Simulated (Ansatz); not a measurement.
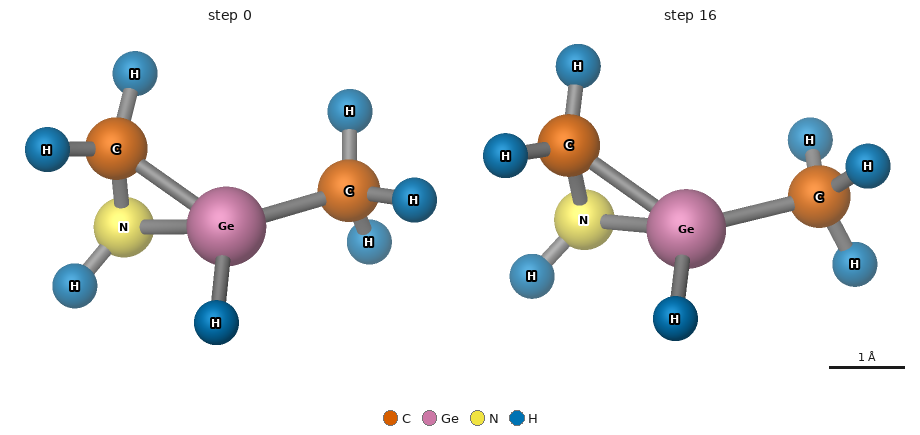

The structure of C$_{2}$H$_{7}$GeN (coarse preliminary run) before (left) and after (right) a relaxation, at one scale.

The picture is a ball-and-stick view, seen from a free direction.

The start comes from a force field.

All numbers below come from RKS PBE-D4/def2-SVP (Ansatz 0.2.0). (force threshold 0.03 eV/Å; at most 200 steps)

### What changed between the two?

After 14 accepted moves (16 points after the start) the energy has fallen by 74.5 kJ/mol. Largest force component: 5.8 eV/Å at the start, 0.0043 eV/Å at the end. The line search rejected the trial steps at points 8, 9 of the run. The forces were under the threshold at step 10, but the run went on from there. The largest moves after the best rigid fit, 0.60 Å, are those of H atoms. By element the largest moves are H 0.60 Å, C 0.18 Å, N 0.17 Å, Ge 0.16 Å. Among the contacts that change: C–N 1.320 → 1.483 Å, C–Ge 1.888 → 1.953 Å, C–H 1.169 → 1.107 Å, C–H 1.132 → 1.107 Å. Bond angles that change, for instance: C–Ge–C 114.2° → 124.1°, C–Ge–H 123.6° → 116.8°, Ge–N–H 107.1° → 113.8°. Groups turn about C–Ge by about 30°.
